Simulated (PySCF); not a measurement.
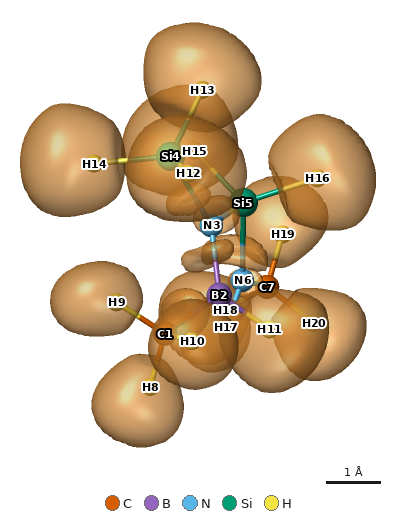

The picture shows: C$_{2}$H$_{13}$BN$_{2}$Si$_{2}$ (SMILES CB[N+]([SiH3])[SiH2]NC) (charge +1, doublet). Isosurface of the electron localisation function at 0.85 (orange), seen at an oblique angle. Core shells and regions of very low density are left out.

Geometry: GFN2-xTB.

The calculation used UKS B3LYP, pcH-1 on B C H N Si, non-relativistic, mean-field spin-orbit, GIAO (PySCF 2.14.0, density-fitted response routines).

| atom | x (Å) | y (Å) | z (Å) |
| --- | --- | --- | --- |
| C | -2.2499 | 1.6780 | 0.0143 |
| B | -1.0647 | 0.8506 | -0.6223 |
| N | -0.7612 | -0.4755 | -0.3109 |
| Si | -2.0622 | -1.6432 | 0.1036 |
| Si | 0.9067 | -1.0527 | -0.3640 |
| N | 1.9207 | 0.3104 | -0.0617 |
| C | 3.3532 | 0.3054 | -0.0731 |
| H | -1.9204 | 2.6490 | 0.3758 |
| H | -2.7319 | 1.1467 | 0.8303 |
| H | -2.9824 | 1.8786 | -0.7668 |
| H | -0.3963 | 1.4194 | -1.4069 |
| H | -3.2384 | -1.2296 | -0.6513 |
| H | -1.5199 | -2.9390 | -0.2876 |
| H | -2.1960 | -1.4830 | 1.5544 |
| H | 1.0995 | -2.0294 | 0.7029 |
| H | 1.1001 | -1.5384 | -1.7310 |
| H | 1.5327 | 1.2286 | 0.1001 |
| H | 3.7464 | 0.7081 | 0.8643 |
| H | 3.7191 | -0.7077 | -0.2111 |
| H | 3.7395 | 0.9342 | -0.8814 |

### Identify the bonds, lone pairs and shells in this picture.

The surface consists of one region between bonded B–C atoms (shared pairs), one region between bonded B–N atoms (shared pairs), one region between bonded C–N atoms (shared pairs), three regions between bonded N–Si atoms (shared pairs) and 13 regions around hydrogen nuclei. Profiles from the grid: B–N (1.40 Å): the ELF peaks at about 0.90 between the atoms (a polar covalent bond). C–N (1.43 Å): the ELF peaks at about 0.90 between the atoms; a covalent bond.
